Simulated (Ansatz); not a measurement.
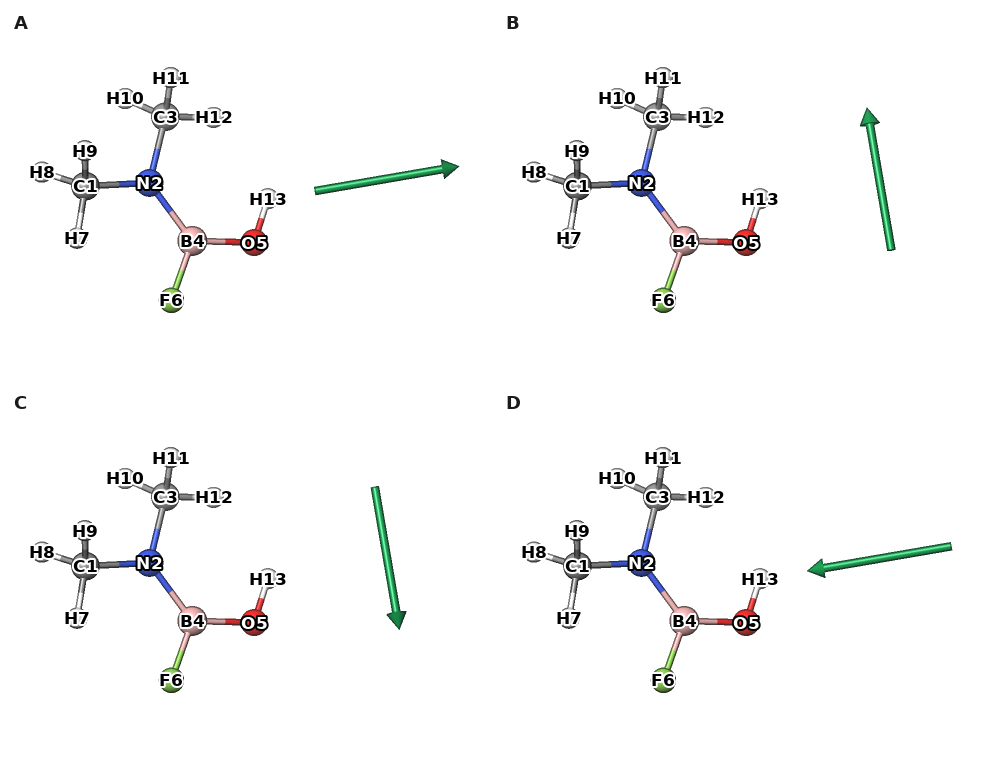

The same molecule four times, each with an arrow. The geometry was computed by an optimisation with PBE-D4/def2-SVP. No frequency run is at hand to confirm it as a minimum. Properties computed with RKS PBE-D4/def2-SVP (Ansatz 0.2.0).

Which arrow points along the dipole moment, from the negative to the positive end?

Answer. B. The dipole moment is 3.31 D; it points from the side of F6 to the side of H10, H11 (the outermost atoms at the two ends).
